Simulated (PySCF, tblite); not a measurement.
# C8H12BF: geometry, infrared bands and NMR shifts

What infrared bands and NMR shifts should C8H12BF (`C=C[C@@H](C=C=CC)CBF`) show?

Programs: tblite 0.8.0 and PySCF 2.14.0, with density-fitted response routines of our own. Each step states its level of theory. These are calculated values for one molecule in the gas phase, unless marked as measured. Atoms are numbered from 0 throughout.

## (1) The molecule as given

22 atoms, charge 0, multiplicity 1; geometry from: force field or distance geometry start.

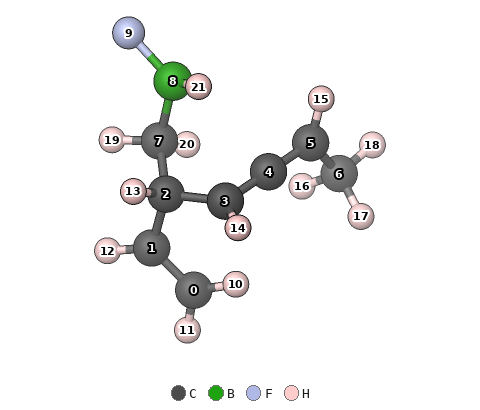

As it starts; carbon dark grey, boron green, fluorine light blue, hydrogen pink, atoms numbered.

## (2) Relaxing the molecule with GFN2-xTB

The job: settings as JSON, then the geometry in Å.

```
{"job": {"kind": "relax", "xc": "GFN2-xTB", "basis": "xTB"}, "charge": 0, "multiplicity": 1}
C     -0.608700    -1.909000    -1.567400
C     -1.447800    -0.883800    -1.356700
C     -1.424500    -0.201600    -0.012200
C     -0.472400    -0.878300     0.842500
C      0.689600    -0.321300     0.996300
C      1.848400     0.250800     1.101700
C      2.853100    -0.103700     0.079700
C     -1.071800     1.243300    -0.309800
B     -1.036600     2.062400     1.051300
F     -1.835800     3.288900     1.153600
H      0.040400    -2.208500    -0.766900
H     -0.561800    -2.458900    -2.486500
H     -2.150500    -0.525000    -2.108100
H     -2.420100    -0.267100     0.429600
H     -0.623100    -1.797600     1.382800
H      1.977100     0.927200     1.930900
H      2.366700     0.103000    -0.898200
H      3.082400    -1.202800     0.094500
H      3.789900     0.472400     0.196900
H     -1.888800     1.649600    -0.938500
H     -0.145900     1.350600    -0.874500
H     -0.970200     1.428900     2.058100
```

Command:

```bash
$ OMP_NUM_THREADS=1 python probes_run.py task.json out
```

The driver reads the jobs from task.json and runs them one after another.

**Question.** This job is followed by: GFN2-xTB harmonic vibrations, gas phase; GIAO PBE0/pcSseg-1 NMR shielding, non-relativistic, gas phase. What will the session give for the following? strongest single infrared mode (GFN2-xTB); zero-point energy (GFN2-xTB); ¹³C shifts against TMS (PBE0/pcSseg-1); ¹H shifts against TMS (PBE0/pcSseg-1, means over atoms taken as alike); ¹¹B shifts against BF3·OEt2 (PBE0/pcSseg-1); ¹⁹F shifts against CFCl3 (PBE0/pcSseg-1).

The runs gave:

| quantity | value |
| --- | --- |
| strongest single infrared mode (GFN2-xTB) | 838 cm⁻¹, 171 km/mol |
| zero-point energy (GFN2-xTB) | 110.2 kcal/mol |
| ¹³C shifts against TMS (PBE0/pcSseg-1) | 215.7, 154.1, 119.7, 108.3, 106.2, 42.9, 33.9, 20.0 ppm |
| ¹H shifts against TMS (PBE0/pcSseg-1, means over atoms taken as alike) | 6.64, 5.88, 5.70, 5.39, 5.38, 5.19, 3.36, 1.93, 1.28, 0.65 ppm |
| ¹¹B shifts against BF3·OEt2 (PBE0/pcSseg-1) | 42.8 ppm |
| ¹⁹F shifts against CFCl3 (PBE0/pcSseg-1) | -68.3 ppm |

Relaxing lowered the energy by 1.320 eV in 215 steps; the close pair that moved most is B8–F9, from 1.467 to 1.329 Å. No mode is imaginary among the 60: a minimum at this level. The strongest single mode, at 838 cm⁻¹, is spread over several atoms, H21, C7, B8, H19 among them. Unscaled tight-binding wavenumbers are off by several per cent, some by more. Its intensities can rank the bands wrongly. The most deshielded carbon is C4 (central carbon of an allene), at 215.7 ppm: the central sp carbon of an allene is among the most deshielded carbons of hydrocarbons. The most deshielded hydrogen is H12 (hydrogen on an alkene CH), at 6.64 ppm: olefinic region. At PBE0/pcSseg-1: The widest tensor belongs to F9: span 389 ppm, with a paramagnetic part of -228 ppm.
